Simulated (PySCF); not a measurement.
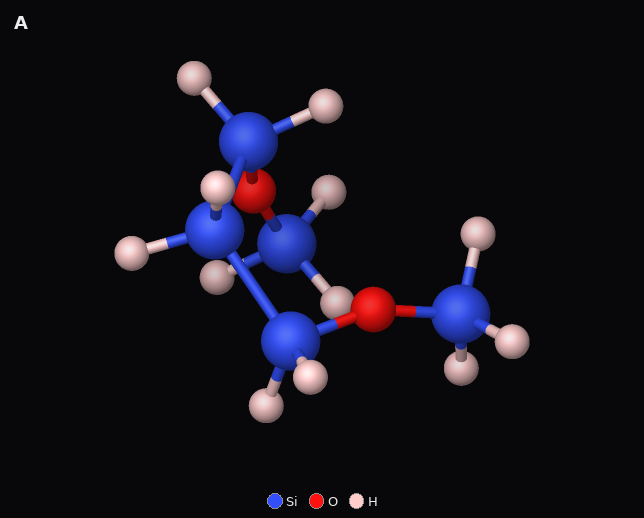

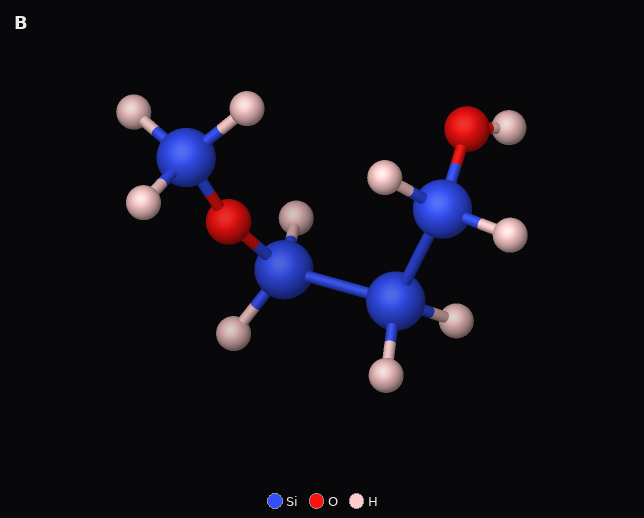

Two related species, optimised with GFN2-xTB; properties computed with PySCF 2.14.0. Both: charge 0, singlet.

Question. Identify both.

Answer. A is H12O2Si5 ([SiH3]O[SiH2][SiH2][SiH2]O[SiH3]), B is H10O2Si4 (O[SiH2][SiH2][SiH2]O[SiH3]).

Compare them. With PBE0/pcSseg-1: dipole moment (D), HOMO–LUMO gap (eV), HOMO energy (Kohn–Sham orbital) (eV).

```
                            quantity      A      B
                   dipole moment (D)   0.54   1.29
                  HOMO–LUMO gap (eV)   6.85   7.00
HOMO energy (Kohn–Sham orbital) (eV)  −7.88  −7.81
```

Each is one conformer, and no frequency run is at hand to confirm it as a minimum.

The geometry is semi-empirical. Around Si such bond lengths and angles can be off by a tenth of an ångström or more and by several degrees, and values that hang on the shape move with them.
